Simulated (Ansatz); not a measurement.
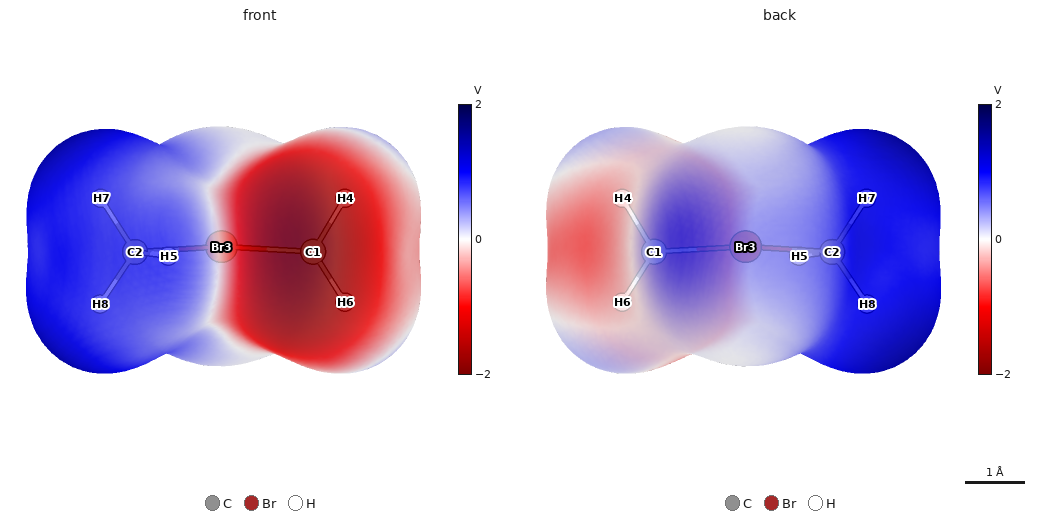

Figure 1: C$_{2}$H$_{5}$Br (SMILES [CH2-][Br+]C). The molecular electrostatic potential painted on the density surface at 0.002 e/bohr³, seen from the front and from behind; red is negative and blue positive.

Geometry: B3LYP/6-31G*.

Method: isolated molecule in a Gaussian basis; Kohn-Sham density functional theory, functional PBE0 in Ansatz.

The calculation's input:

```
crystal:
  periodic: [false, false, false]
  atoms:
    - symbol: C
      position_ang: [-0.185372, -0.236765, 1.665241]
    - symbol: C
      position_ang: [0.914333, 0.163256, -1.141106]
    - symbol: Br
      position_ang: [1.480627, 0.480848, 0.749036]
    - symbol: H
      position_ang: [-0.450582, 0.639250, 2.278113]
    - symbol: H
      position_ang: [-0.069531, -0.283176, -0.989899]
    - symbol: H
      position_ang: [0.277706, -0.979454, 2.334042]
    - symbol: H
      position_ang: [0.877389, 1.126787, -1.648646]
    - symbol: H
      position_ang: [1.631928, -0.517146, -1.598851]
basis:
  gaussian: {orbitals: def2-TZVPD}
hamiltonian: {xc: pbe0}
output: {forces: true, orbitals: {seedname: orbitals}}
```

Launched as:

```sh
ansatz run input.yaml --threads 1 --pin off --max-ram 2610MiB --events-out events.jsonl --progress --plain --runs-dir runs
```

> Which sites attract a positive test charge, and which a negative one?

A positive charge is drawn to the negative regions and a negative charge to the positive ones. The most negative region (about −2.0 V) lies over C1, the most positive (about +1.5 V) over H7 and H8.

> What dipole moment does the calculation give?

Its dipole moment is 2.96 D.
